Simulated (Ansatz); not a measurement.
## GeH4O: geometry relaxation

GeH4O, computed with RKS PBE0-D4/def2-TZVP (Ansatz 0.2.0).

Figures and captions count atoms from 1; the log counts them from 0 in places.

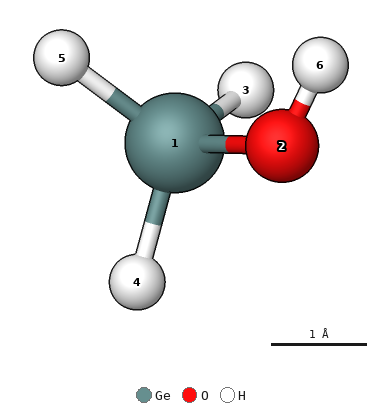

**Figure 1.** The structure as given in the input (ball-and-stick view, seen at a tilt; atoms are numbered from 1 in the order of the input). Sticks mark near contacts.

## Input file
```yaml
crystal:
  periodic: [false, false, false]
  atoms:
    - {symbol: Ge, position_ang: [-0.680163, -0.721617, 0.583321]}
    - {symbol: O, position_ang: [0.204591, 0.814718, 0.261378]}
    - {symbol: H, position_ang: [-1.886485, -0.804994, -0.364660]}
    - {symbol: H, position_ang: [0.364750, -1.799099, 0.301258]}
    - {symbol: H, position_ang: [-1.136177, -0.709901, 2.050333]}
    - {symbol: H, position_ang: [-0.344049, 1.600032, 0.324232]}
basis:
  gaussian: {orbitals: def2-TZVP}
hamiltonian: {xc: pbe0, dispersion: d4}
relax: {f_tol: 0.005, max_steps: 200}
```

Hardware: 4 threads of Arm Neoverse V1, 23 GiB of memory available, shared host.

Launched with:
```bash
ansatz run in.yaml --threads 4 --pin off --events-out ev --progress --plain --max-ram 9574MiB
```

## Output
```
Functional definition: PBE0
  name "PBE0"
  cite "Adamo & Barone, J. Chem. Phys. 110, 6158 (1999) doi:10.1063/1.478522"
  cite "Perdew, Burke & Ernzerhof, Phys. Rev. Lett. 77, 3865 (1996) doi:10.1103/PhysRevLett.77.3865"
  parent pbe
  parameter a = 0.25
  parameter kappa = 0.804
  parameter beta = 0.06672455060314922
  exchange = (1 - a)*pbe_x(kappa = kappa, mu = beta*pi^2/3) + a*exact_x
  correlation = pbe_c(beta = beta)
728 factors; their error is unknown
mean field evaluation 1: about -58617.3450 eV, gradient 5.5e1 eV
mean field evaluation 2: about -58604.0561 eV, gradient 9.9e1 eV
mean field evaluation 4: about -58621.8933 eV, gradient 2.8e0 eV
mean field evaluation 8: about -58622.1755 eV, gradient 1.6e-2 eV
mean field -58622.17547207 eV, -2154.3252130608 hartree, gradient 3.6e-5 eV, S^2 0.000000; 0 other end points of the search recorded, 0 dependent functions left out
the calculation of the forces begins
reference -58622.17549743 eV, -2154.3252139929 hartree; 22, 22 occupied and 81, 81 virtual orbitals, 728 factors
relax step   1: F+E_penalty+E_count = -58622.23026664 eV  Δ(F+E_penalty+E_count) = +0.000e0 eV  max|allowed force component| = 6.552e-1 eV/Å  Δτ_max = 0.0000 Å  (23 SCF iters, accepted)
these checks for a lower state are left out or cut short: starts, cluster_reference, orbital_swaps, neighbouring_geometries, increment
728 factors; their error is unknown
mean field evaluation 16: about -58621.9079 eV, gradient 5.8e-3 eV
mean field -58622.18424115 eV, -2154.3255353185 hartree, gradient 9.8e-6 eV, S^2 0.000000; 0 other end points of the search recorded, 0 dependent functions left out
the calculation of the forces begins
reference -58622.18426646 eV, -2154.3255362489 hartree; 22, 22 occupied and 81, 81 virtual orbitals, 728 factors
relax step   2: F+E_penalty+E_count = -58622.23905558 eV  Δ(F+E_penalty+E_count) = -8.789e-3 eV  max|allowed force component| = 1.855e-1 eV/Å  Δτ_max = 0.0235 Å  (28 SCF iters, accepted)
these checks for a lower state are left out or cut short: starts, cluster_reference, orbital_swaps, neighbouring_geometries, increment
728 factors; their error is unknown
mean field -58622.18564538 eV, -2154.3255869233 hartree, gradient 9.7e-6 eV, S^2 0.000000; 0 other end points of the search recorded, 0 dependent functions left out
the calculation of the forces begins
reference -58622.18567066 eV, -2154.3255878522 hartree; 22, 22 occupied and 81, 81 virtual orbitals, 728 factors
relax step   3: F+E_penalty+E_count = -58622.24052600 eV  Δ(F+E_penalty+E_count) = -1.470e-3 eV  max|allowed force component| = 2.538e-2 eV/Å  Δτ_max = 0.0129 Å  (29 SCF iters, accepted)
these checks for a lower state are left out or cut short: starts, cluster_reference, orbital_swaps, neighbouring_geometries, increment
728 factors; their error is unknown
mean field evaluation 32: about -58622.1857 eV, gradient 3.6e-5 eV
mean field -58622.18570227 eV, -2154.3255890137 hartree, gradient 9.7e-6 eV, S^2 0.000000; 0 other end points of the search recorded, 0 dependent functions left out
the calculation of the forces begins
reference -58622.18572755 eV, -2154.3255899428 hartree; 22, 22 occupied and 81, 81 virtual orbitals, 728 factors
relax step   4: F+E_penalty+E_count = -58622.24057939 eV  Δ(F+E_penalty+E_count) = -5.339e-5 eV  max|allowed force component| = 7.205e-3 eV/Å  Δτ_max = 0.0036 Å  (29 SCF iters, accepted)
these checks for a lower state are left out or cut short: starts, cluster_reference, orbital_swaps, neighbouring_geometries, increment
728 factors; their error is unknown
mean field -58622.18578115 eV, -2154.3255919126 hartree, gradient 9.6e-6 eV, S^2 0.000000; 0 other end points of the search recorded, 0 dependent functions left out
the calculation of the forces begins
reference -58622.18580644 eV, -2154.3255928419 hartree; 22, 22 occupied and 81, 81 virtual orbitals, 728 factors
relax step   5: F+E_penalty+E_count = -58622.24065657 eV  Δ(F+E_penalty+E_count) = -7.717e-5 eV  max|allowed force component| = 2.942e-3 eV/Å  Δτ_max = 0.0142 Å  (28 SCF iters, accepted)
these checks for a lower state are left out or cut short: starts, cluster_reference, orbital_swaps, neighbouring_geometries, increment
728 factors; their error is unknown
mean field -58622.18579042 eV, -2154.3255922532 hartree, gradient 9.6e-6 eV, S^2 0.000000; 0 other end points of the search recorded, 0 dependent functions left out
the calculation of the forces begins
reference -58622.18581571 eV, -2154.3255931826 hartree; 22, 22 occupied and 81, 81 virtual orbitals, 728 factors
relax step   6: F+E_penalty+E_count = -58622.24066582 eV  Δ(F+E_penalty+E_count) = -9.254e-6 eV  max|allowed force component| = 5.659e-3 eV/Å  Δτ_max = 0.0064 Å  (29 SCF iters, accepted)
these checks for a lower state are left out or cut short: starts, cluster_reference, orbital_swaps, neighbouring_geometries, increment
728 factors; their error is unknown
mean field -58622.18573599 eV, -2154.3255902532 hartree, gradient 9.6e-6 eV, S^2 0.000000; 0 other end points of the search recorded, 0 dependent functions left out
the calculation of the forces begins
reference -58622.18576129 eV, -2154.3255911826 hartree; 22, 22 occupied and 81, 81 virtual orbitals, 728 factors
relax step   7: F+E_penalty+E_count = -58622.24061243 eV  Δ(F+E_penalty+E_count) = +5.339e-5 eV  max|allowed force component| = 3.858e-2 eV/Å  Δτ_max = 0.0036 Å  (29 SCF iters, rejected (line search))
these checks for a lower state are left out or cut short: starts, cluster_reference, orbital_swaps, neighbouring_geometries, increment
728 factors; their error is unknown
mean field -58622.18579236 eV, -2154.3255923244 hartree, gradient 2.4e-5 eV, S^2 0.000000; 0 other end points of the search recorded, 0 dependent functions left out
the calculation of the forces begins
reference -58622.18581765 eV, -2154.3255932538 hartree; 22, 22 occupied and 81, 81 virtual orbitals, 728 factors
relax step   8: F+E_penalty+E_count = -58622.24066802 eV  Δ(F+E_penalty+E_count) = -2.202e-6 eV  max|allowed force component| = 1.383e-4 eV/Å  Δτ_max = 0.0013 Å  (20 SCF iters, accepted)
728 factors; their error is unknown
mean field evaluation 64: about -58622.1858 eV, gradient 2.4e-5 eV
```

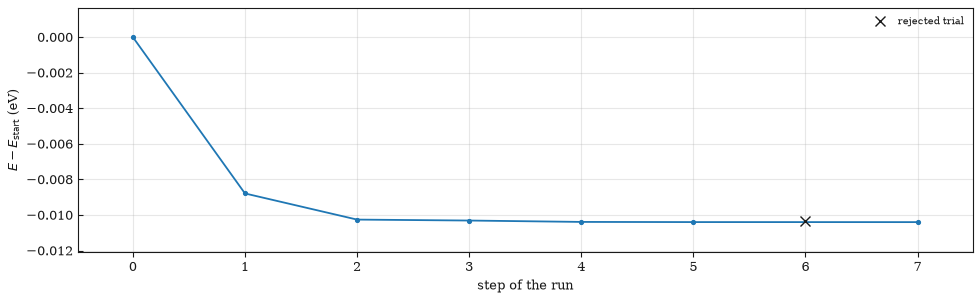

**Figure 2.** Progress of the relaxation, step by step (the first geometry is step 0 here and step 1 in the log).

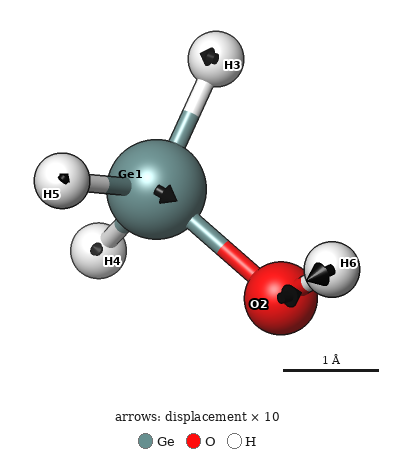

**Figure 3.** The starting structure with the displacements as black arrows, magnified 10 times (ball-and-stick view, seen at a tilt). The two geometries are laid on each other by the best rigid fit. H6 moves most after the best rigid fit: 0.036 Å. Largest moves by element: H 0.036 Å, O 0.032 Å, Ge 0.027 Å. Among the contacts that change: Ge1–O2 1.802 → 1.783 Å, Ge1–H3 1.537 → 1.541 Å. The energy falls by 0.010 eV in 7 geometry steps. Largest force component: 0.66 eV/Å at the start, 0.00014 eV/Å at the end. The line search rejected the trial step at point 6 (counted from 0) and went back. (Atoms are counted from 1 in the order of the input.)

```
mean field -58622.18579236 eV, -2154.3255923244 hartree, gradient 2.4e-5 eV, S^2 0.000000; 1 other end points of the search recorded, 0 dependent functions left out
the calculation of the forces begins
reference -58622.18581765 eV, -2154.3255932538 hartree; 22, 22 occupied and 81, 81 virtual orbitals, 728 factors
Total energy: -58622.24069331 eV, -2154.3276098974 hartree
Atom 0 at    -0.671144    -0.697806     0.575380 Å, force    -0.000015    -0.000098     0.000099 eV/Å
Atom 1 at     0.205424     0.815794     0.229815 Å, force     0.000037    -0.000092    -0.000095 eV/Å
Atom 2 at    -1.888295    -0.825593    -0.361126 Å, force     0.000047    -0.000052    -0.000008 eV/Å
Atom 3 at     0.357539    -1.800018     0.310032 Å, force    -0.000011     0.000025    -0.000072 eV/Å
Atom 4 at    -1.142791    -0.708650     2.042439 Å, force    -0.000038     0.000079    -0.000021 eV/Å
Atom 5 at    -0.338267     1.595412     0.359321 Å, force    -0.000020     0.000138     0.000097 eV/Å
Dipole moment:    -0.294975     0.015265     0.090365 e Å
```

## Trajectory as extended XYZ (Å, eV, eV/Å), 8 frames, from step=1 to step=8
```
6
Properties=species:S:1:pos:R:3:forces:R:3 step=1 energy=-58622.23027
Ge   -0.6802   -0.7216    0.5833    0.2679   0.6552  -0.0818
O     0.2046    0.8147    0.2614   -0.1115  -0.3010   0.0165
H    -1.8865   -0.8050   -0.3647   -0.0600  -0.0768  -0.0097
H     0.3648   -1.7991    0.3013   -0.0054  -0.0703   0.0056
H    -1.1362   -0.7099    2.0503   -0.0574  -0.0979   0.0464
H    -0.3440    1.6000    0.3242   -0.0336  -0.1091   0.0231
6
Properties=species:S:1:pos:R:3:forces:R:3 step=2 energy=-58622.23906
Ge   -0.6743   -0.6989    0.5831    0.1211   0.1855  -0.0582
O     0.2129    0.8214    0.2465   -0.1021  -0.1847   0.0434
H    -1.8882   -0.8199   -0.3567   -0.0135   0.0136  -0.0080
H     0.3556   -1.7956    0.3065    0.0143  -0.0158   0.0008
H    -1.1463   -0.7309    2.0486    0.0002   0.0234   0.0098
H    -0.3372    1.6031    0.3278   -0.0199  -0.0220   0.0122
6
Properties=species:S:1:pos:R:3:forces:R:3 step=3 energy=-58622.24053
Ge   -0.6706   -0.6974    0.5799   -0.0045  -0.0203   0.0011
O     0.2096    0.8155    0.2460    0.0102   0.0254  -0.0072
H    -1.8877   -0.8145   -0.3581    0.0009  -0.0026  -0.0022
H     0.3583   -1.7979    0.3070   -0.0065  -0.0029   0.0015
H    -1.1438   -0.7208    2.0462    0.0007   0.0026   0.0019
H    -0.3434    1.5943    0.3348   -0.0008  -0.0021   0.0050
6
Properties=species:S:1:pos:R:3:forces:R:3 step=4 energy=-58622.24058
Ge   -0.6701   -0.6976    0.5793   -0.0061  -0.0050  -0.0002
O     0.2089    0.8164    0.2437    0.0072   0.0062  -0.0045
H    -1.8870   -0.8161   -0.3589    0.0006  -0.0015  -0.0002
H     0.3571   -1.7997    0.3075   -0.0003   0.0005   0.0008
H    -1.1431   -0.7190    2.0458    0.0010   0.0024  -0.0007
H    -0.3433    1.5950    0.3383   -0.0024  -0.0025   0.0048
6
Properties=species:S:1:pos:R:3:forces:R:3 step=5 energy=-58622.24066
Ge   -0.6707   -0.6977    0.5767    0.0020  -0.0001  -0.0009
O     0.2070    0.8160    0.2345   -0.0029  -0.0008   0.0000
H    -1.8877   -0.8220   -0.3604   -0.0004  -0.0007  -0.0003
H     0.3573   -1.8000    0.3092   -0.0003  -0.0002   0.0003
H    -1.1427   -0.7119    2.0436   -0.0001   0.0006   0.0001
H    -0.3407    1.5947    0.3523    0.0018   0.0011   0.0009
6
Properties=species:S:1:pos:R:3:forces:R:3 step=6 energy=-58622.24067
Ge   -0.6709   -0.6978    0.5755    0.0011   0.0008  -0.0006
O     0.2059    0.8159    0.2304   -0.0057   0.0011   0.0015
H    -1.8881   -0.8248   -0.3610    0.0000  -0.0004  -0.0003
H     0.3574   -1.8003    0.3099    0.0001   0.0001   0.0001
H    -1.1427   -0.7088    2.0425    0.0002  -0.0002   0.0002
H    -0.3392    1.5949    0.3585    0.0043  -0.0015  -0.0009
6
Properties=species:S:1:pos:R:3:forces:R:3 step=7 energy=-58622.24061 accepted=F
Ge   -0.6712   -0.6985    0.5755   -0.0110   0.0127   0.0033
O     0.2037    0.8160    0.2306    0.0386  -0.0295  -0.0107
H    -1.8884   -0.8259   -0.3612    0.0014  -0.0025   0.0013
H     0.3578   -1.8004    0.3100    0.0011   0.0027  -0.0008
H    -1.1428   -0.7094    2.0427    0.0002  -0.0023  -0.0016
H    -0.3365    1.5974    0.3583   -0.0303   0.0189   0.0086
6
Properties=species:S:1:pos:R:3:forces:R:3 step=8 energy=-58622.24067
Ge   -0.6711   -0.6978    0.5754    0.0000  -0.0001   0.0001
O     0.2054    0.8158    0.2298    0.0000  -0.0001  -0.0001
H    -1.8883   -0.8256   -0.3611    0.0000  -0.0001   0.0000
H     0.3575   -1.8000    0.3100    0.0000   0.0000  -0.0001
H    -1.1428   -0.7087    2.0424    0.0000   0.0001   0.0000
H    -0.3383    1.5954    0.3593    0.0000   0.0001   0.0001
```

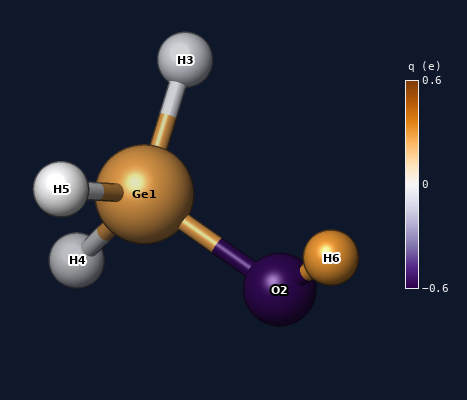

**Figure 4.** Mulliken charges, as the colour of each atom (ball-and-stick view, seen at a tilt; atoms are numbered from 1 in the order of the input). By element: Ge +0.28, O −0.57 and H −0.01 to +0.31 e.

## Results in brief

- outcome: converged
- total energy: −58622.2407 eV
- mean-field energy: −58622.1858 eV
- dispersion energy: −0.0549 eV
- SCF solution under orbital rotations: stable
- largest force (length of the vector) at the end: under 0.001 eV/Å
- dipole moment: 1.48 D
- wall time: 6.5 s (CPU time 23 s)
- peak memory: 0.42 GiB
